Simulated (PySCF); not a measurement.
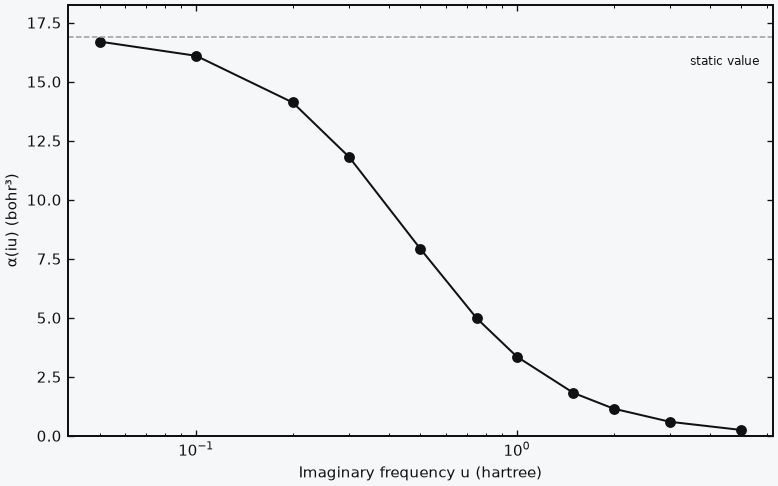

Dipole polarisability at imaginary frequency of As⁺ ([Ar] 3d¹⁰ 4s² 4p²). Coupled response at the PBEsol level; PySCF, x2c-TZVPPall plus 1 diffuse shell for each l, spin-free X2C-1e, unrestricted single determinants, no spin-orbit coupling.

Give the static polarisability, its fall-off and C₆.

The static dipole polarisability is 16.9 bohr³; α(iu) falls to half of it near u = 0.47 hartree. The Casimir–Polder integral gives C₆ = 102 hartree bohr⁶ for two such species.
